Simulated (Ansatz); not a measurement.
The figure comes from a scan of SiC (zinc blende): volume and axial ratio are varied about the relaxed values (subscript 0). All values below come from PBE (plane waves to 420 eV, PAW, scalar-relativistic; Ansatz, a quantum-chemistry and plane-wave program). k mesh 13×13×13 (Γ-centred), Fermi-Dirac smearing 0.05 eV. Stress and pressure are positive under compression. SiC was relaxed with its symmetry unable to fall. 

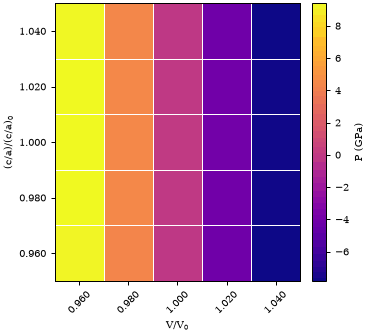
*P (GPa), one tile a computed point.*

Task: Turn the plot into a table (rounded to what can be read).

Result: To the nearest 2:

P (GPa), with V/V₀ across and (c/a)/(c/a)₀ down:

```tsv
(c/a)/(c/a)₀ \ V/V₀	0.960	0.980	1.000	1.020	1.040
0.960	10	4	0	-4	-8
0.980	10	4	0	-4	-8
1.000	10	4	0	-4	-8
1.020	10	4	0	-4	-8
1.040	10	4	0	-4	-8
```

(A scan under strain: stresses follow from slopes of the energy per volume, elastic moduli from its curvatures.)
